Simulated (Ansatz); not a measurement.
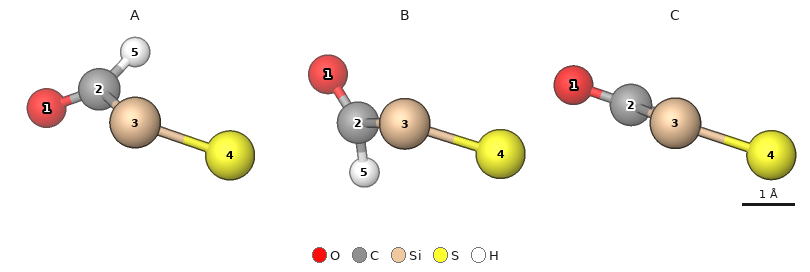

3 geometries from a converged minimum-energy path of CHOSSi (multiplicity 2), shuffled. The picture is a ball-and-stick view, seen from a free direction.

All numbers below come from UKS BLYP-D4/def2-SVP in Ansatz. Run with 5 movable images; climbing image; force threshold 0.03 eV/Å; iteration limit 60; starting path by image-dependent pair potential.

Question: Which frame is the top of the path?

Answer: C. In order along the path, whose images run from 0 to 6: B (image 1, +0.58 kcal/mol), C (image 3, +1.89 kcal/mol), A (image 5, +0.58 kcal/mol). The motion is a rotation about the C2–Si3 bond by about 155°. No bond forms or breaks between the ends. Among the angles between lasting bonds that change up to the highest image: C2–Si3–S4 99.8° → 107.1°.

The run took of the order of 2 core-minutes on a shared host.
